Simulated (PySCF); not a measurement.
C$_{4}$H$_{9}$F$_{3}$Si

The calculation's input:

```
{"job": {"kind": "nmr", "xc": "PBE0", "basis": "pcSseg-1"}, "charge": 0, "multiplicity": 1}
C     -2.289489     0.189233     0.616212
C     -1.604324     0.132789    -0.740375
C     -0.193116    -0.419515    -0.639144
F      0.368777    -0.411147    -1.899348
F     -0.247730    -1.755920    -0.312888
Si     1.048308     0.446483     0.576982
C      2.751850    -0.258216     0.065543
F      3.742091     0.275230     0.867308
H     -1.786542     0.894767     1.273793
H     -2.278389    -0.792089     1.083693
H     -3.322827     0.503803     0.497792
H     -2.173405    -0.504512    -1.422461
H     -1.535416     1.128730    -1.180445
H      0.709373     0.049303     1.941685
H      0.974144     1.888216     0.341496
H      3.020446    -0.010943    -0.965836
H      2.809254    -1.344182     0.185005
```

Command:

```sh
OMP_NUM_THREADS=1 python probes_run.py task.json out
```

Geometry: GFN2-xTB.

These are results of PBE0/pcSseg-1, SCF density, gas phase, non-relativistic in PySCF 2.14.0, not measurements.

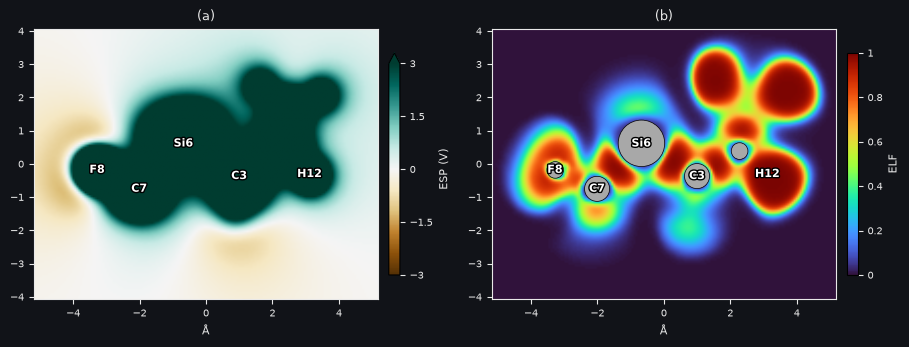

Figure 1. (a) molecular electrostatic potential; (b) electron localisation function on the plane of atoms Si6, C7 and F8. Grey discs cover the atomic cores in the ELF map.

Q: Read the bonding off the picture.

A: The section cuts through C, Si, F and H sites. C–F (1.38 Å): the ELF peaks at about 0.85 between the atoms: a shared but strongly polarised pair. C–Si (1.91 Å): the ELF peaks at about 1 between the atoms (a shared electron pair). The ELF also peaks beside F8, away from the bonds: lone-pair regions. Outside the dense part of the molecule the potential is most negative (−1.2 V) near F8.

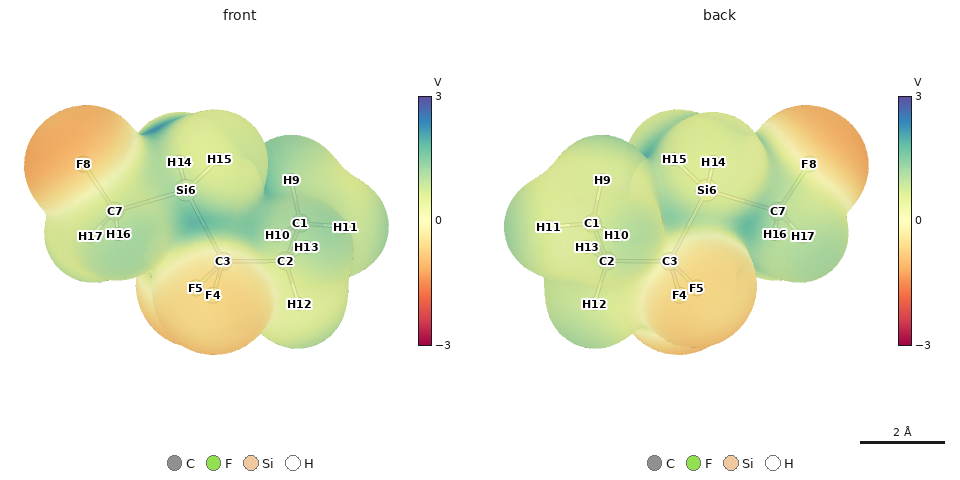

Figure 2. The molecular electrostatic potential painted on the density surface at 0.004 e/bohr³, seen from the front and from behind; the colour scale runs from red (negative) to blue (positive).

Q: Where is the surface potential most negative and most positive?

A: The most negative region (about −1.2 V) lies over F8, the most positive (about +2.1 V) over Si6.

Q: What dipole moment does the calculation give?

A: Its dipole moment is 2.33 D.
